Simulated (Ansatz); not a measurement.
**Cl4FHMoO: density, localisation and related maps**

Input file:

```
crystal:
  periodic: [false, false, false]
  atoms:
    - {symbol: Cl, position_ang: [0.212582, -2.093856, -0.735105]}
    - {symbol: Cl, position_ang: [-0.141430, 0.876507, -2.165741]}
    - {symbol: Cl, position_ang: [0.422686, 2.306115, 0.638936]}
    - {symbol: Cl, position_ang: [0.929751, -0.500513, 2.084423]}
    - {symbol: F, position_ang: [2.055361, 0.016401, -0.514794]}
    - {symbol: Mo, position_ang: [0.288795, 0.125507, -0.034439]}
    - {symbol: O, position_ang: [-1.471087, -0.078994, 0.343943]}
    - {symbol: H, position_ang: [-2.204558, -0.708268, 0.326977]}
basis:
  gaussian:
    orbitals: def2-SVPD
hamiltonian:
  xc: pbe0
output: {forces: true, orbitals: {seedname: orbitals}}
```

Launched as:

```sh
ansatz run input.yaml --threads 2 --pin off --max-ram 6090MiB --events-out events.jsonl --progress --plain --runs-dir runs
```

Geometry: PBE0-D4/def2-SVP; core potentials replace the inner electrons of Mo.

Method: isolated molecule in a Gaussian basis; Kohn-Sham density functional theory, functional PBE0 in Ansatz.

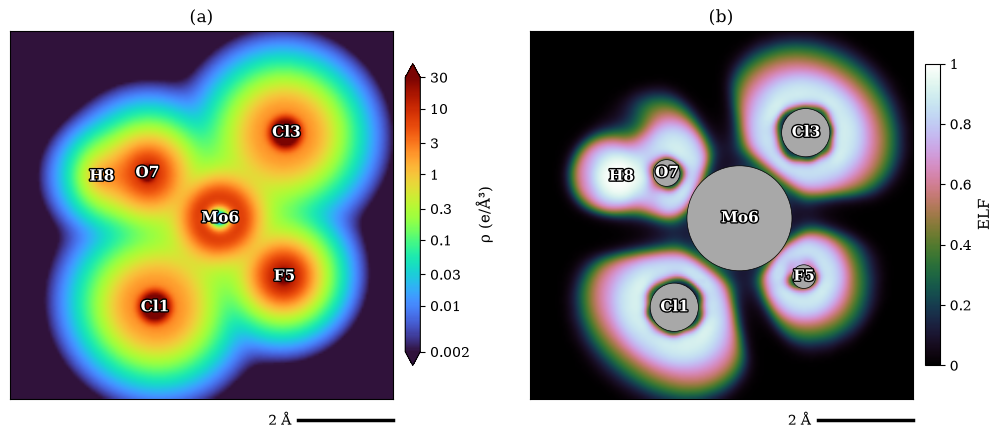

Figure 1. (a) electron density; (b) electron localisation function on the plane of atoms Cl1, Mo6 and F5. Grey discs cover the atomic cores in the ELF map.

**Interpret the plot.**

The plane passes through Cl, F, Mo, O and H nuclei. Mo–O (1.81 Å): ρ at the midpoint is about 1.3 e/Å³; the ELF peaks at about 0.85 in the valence shell of O, 0.5 Å from its nucleus, and drops to about 0.25 between the two atoms. Mo–F (1.83 Å): ρ at the midpoint is about 1.2 e/Å³; the ELF peaks at about 0.80 in the valence shell of F, 0.5 Å from its nucleus, and drops to about 0.20 between the two atoms. Mo–Cl (2.29 Å): ρ is about 0.68 e/Å³ halfway; the ELF peaks at about 0.85 in the valence shell of Cl, 0.8 Å from its nucleus, and is about 0.40 at the midpoint. O–H (0.97 Å): ρ at the midpoint is about 3.7 e/Å³; the ELF climbs to about 1 towards the hydrogen, as it does in any bond to H: a covalent bond by its length. Mo–Cl (2.33 Å): the density is about 0.63 e/Å³ at the midpoint; the ELF peaks at about 0.85 in the valence shell of Cl, 0.8 Å from its nucleus, and is about 0.35 at the midpoint.

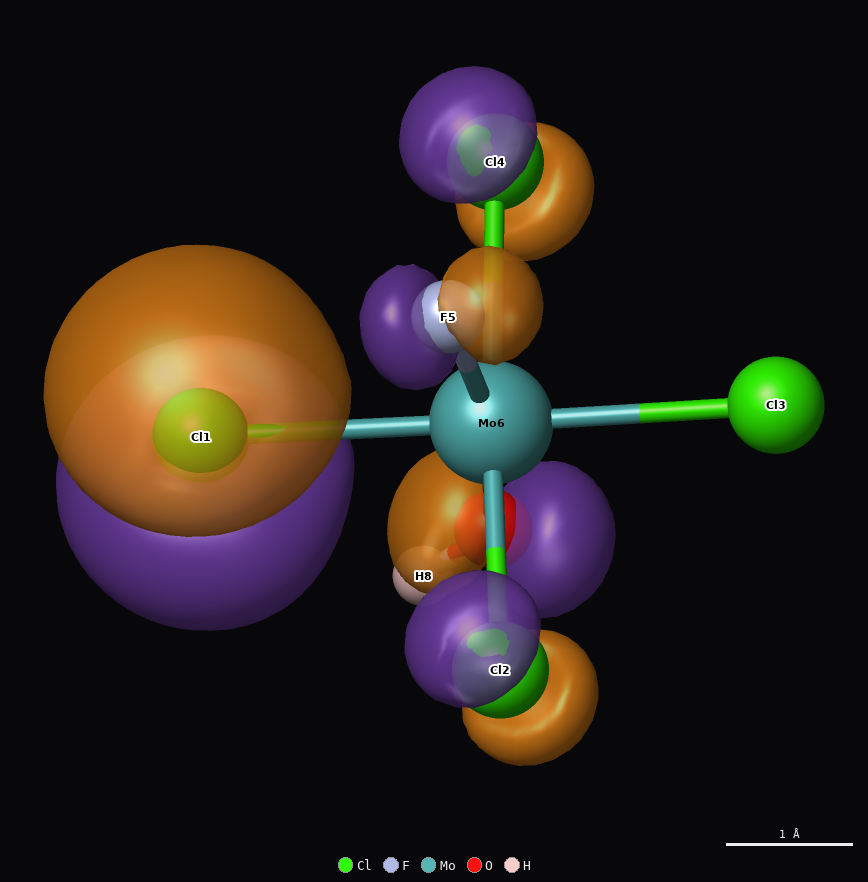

Figure 2. The HOMO−1 at ±0.1 Å⁻³ᐟ² (orange and purple are the two phases), seen at an oblique angle.

**Where does this orbital lie, and at what energy?**

By Hirshfeld shares it lies mainly on Cl1 (about 75 %) and O7 (about 5 %); largely a lone pair of Cl1. Its energy is −9.50 eV.

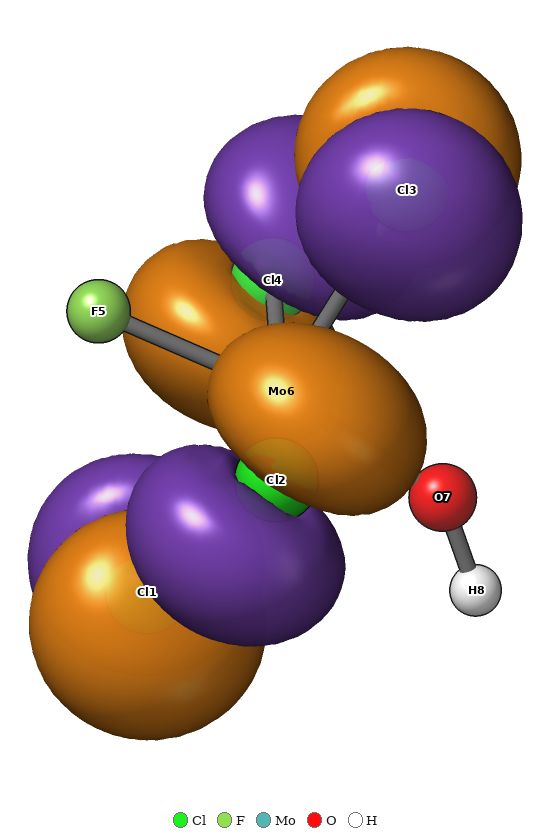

Figure 3. The HOMO at ±0.08 Å⁻³ᐟ² (orange and purple are the two phases), seen at an oblique angle.

**Where does this orbital lie, and at what energy?**

It lies mainly on Cl1 (about 25 %), Cl3 (about 25 %), Cl2 (about 25 %) and Cl4 (about 25 %); largely a combination of lone pairs on Cl1, Cl3, Cl2 and Cl4. Its energy is −8.97 eV.
